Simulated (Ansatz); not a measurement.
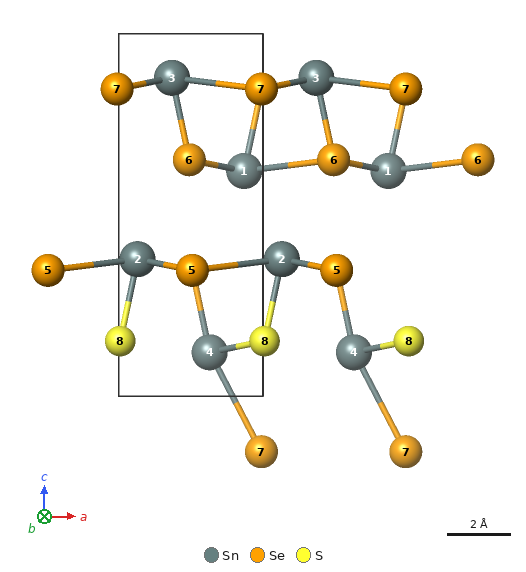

Starting structure of crystalline Sn$_{4}$Se$_{3}$S (a generated structure, set up in Pm) (coarse preliminary run). A ball-and-stick model of the cell of the calculation, repeated 2 × 1 × 1 with one cell outlined, seen along the b axis.

Computed with Ansatz, DFT PBE, scalar-relativistic, plane waves, PAW.

Input
```yaml
crystal:
  lattice:
    - [4.65055678, 0.0, 0.0]
    - [0.0, 4.05964014, 0.0]
    - [0.0, 0.0, 11.68794191]
  atoms:
    - { symbol: Sn, position: [0.86953983, 0.5, 0.62163275] }
    - { symbol: Sn, position: [0.13046017, 0.0, 0.37836725] }
    - { symbol: Sn, position: [0.36953983, 0.0, 0.87836725] }
    - { symbol: Sn, position: [0.63046017, 0.5, 0.12163275] }
    - { symbol: Se, position: [0.51059681, 0.5, 0.34749746] }
    - { symbol: Se, position: [0.48940319, 0.0, 0.65250254] }
    - { symbol: Se, position: [0.98940319, 0.5, 0.84749746] }
    - { symbol: S, position: [0.01059681, 0.0, 0.15250254] }
basis:
  ecutwfc: 420
kpoints:
  mp_grid: { grid: [4, 4, 2] }
hamiltonian:
  xc: pbe
scf:
  occupations: { method: gaussian, width: 0.1 }
  lower_state_search: "off"
output:
  forces: true
  stress: true
  eigenvalues: true
relax:
  adjacent_minimum: "off"
  f_tol: 0.04
  max_steps: 70
  cell: { stress_tol: 0.4 }
```

Launched with:
```bash
ansatz run input.yaml --threads 4 --pin off --max-ram 8192MiB --backend cpu --events-out ev --progress --plain --runs-dir out
```

**Where does the relaxation end?**

The atom that moves furthest relative to the cell is Sn2 (0.18 Å roughly along [−3 0 −1]). Largest moves by element: Sn 0.18 Å, Se 0.12 Å, S 0.04 Å. The volume changes by +0.3 %, with a 4.651 → 4.469 Å (−3.9 %), b 4.060 → 4.190 Å (+3.2 %), c 11.688 → 11.825 Å (+1.2 %). Near-neighbour distances that change, for instance: Sn2–Se5 3.544 → 3.334 Å, Sn1–Se6 3.544 → 3.353 Å, Sn4–Se7 3.613 → 3.487 Å, Sn1–Se6 (another image) 2.716 → 2.821 Å. Bond angles that change, for instance: Sn1–Se7–Sn3 105.3° → 100.5°, Sn4–S8–Sn4 96.7° → 100.8°, S8–Sn4–S8 96.7° → 100.8°. The space group stays Pm (No. 6). Over 5 accepted moves (6 points after the start) the energy falls by 0.201 eV per cell of the calculation. The largest force component goes from 0.57 to 0.024 eV/Å. The pressure goes from 2.24 to 0.04 GPa. The SCF was repeated once at an unchanged geometry on a basis and grid sized afresh for the cell, which shifted the energy by 0.3 meV per cell of the calculation at most. The run took 75 s on 4 threads of Intel(R) Xeon(R) Processor @ 2.50GHz (Skylake/Cascade Lake) (shared host), peak memory 0.79 GiB.

History of the run:

```tsv
step	E − E(0), meV/atom	largest force component, eV/Å	pressure, GPa	volume, Å³/atom	note
0	0.00	0.5718	2.24	27.583	
1	-10.56	0.4653	-1.56	28.430	
2	-22.98	0.1524	-0.43	28.101	
3	-24.11	0.0727	0.08	27.786	
4	-24.68	0.0454	0.13	27.665	
5	-25.11	0.0237	0.04	27.677	
6	-25.15	0.0238	0.04	27.677	same geometry, new basis
```

The structure at the end:

```
CELL_PARAMETERS angstrom
4.46919 0.00000 -0.00222
0.00000 4.18981 0.00000
-0.00558 0.00000 11.82472
ATOMIC_POSITIONS crystal
Sn 0.89227 0.50000 0.62273
Sn 0.09667 0.00000 0.36999
Sn 0.39419 0.00000 0.87942
Sn 0.63374 0.50000 0.12158
Se 0.51786 0.50000 0.35315
Se 0.47454 0.00000 0.64704
Se 0.97646 0.50000 0.85676
S 0.01427 0.00000 0.14934
```

The end point in the same view:

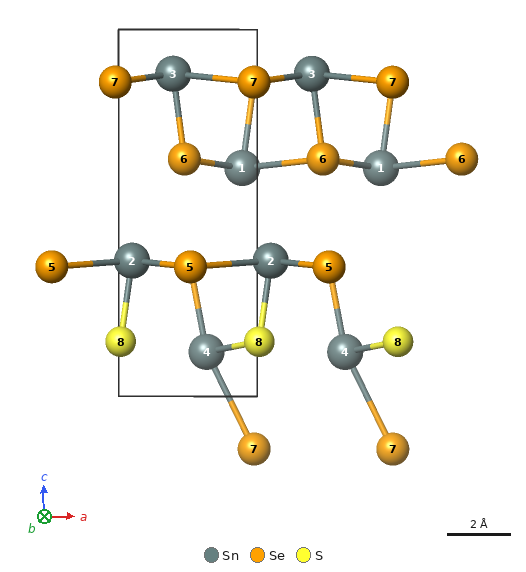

Limits of the set-up: layers or molecules are held without a dispersion correction, so their spacing is unreliable.
